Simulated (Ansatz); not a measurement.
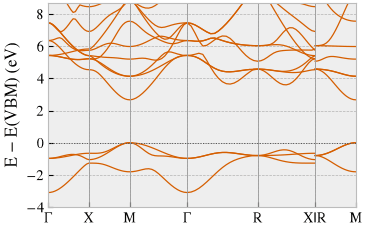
Band structure from plane-wave PAW LDA (Ansatz code)

Problem. Read off the gap and where the band edges lie.

Solution. About 2.7 eV (2.67 eV by a search for the band edges); maximum at M, minimum at M.

The material is CsCaH3 (cubic perovskite, Pm-3m).

The first step of the workflow began from a Materials Project structure, measured or hypothetical; the Crystallography Open Database copy checked does not list it. Whether it is the stable phase at ambient conditions was not checked. Symmetry was held in the LDA relaxation; phonons on a q-mesh show no instability. Spin–orbit coupling is left out wherever it is not named.

Potentials: the later of the program's two PAW sets.
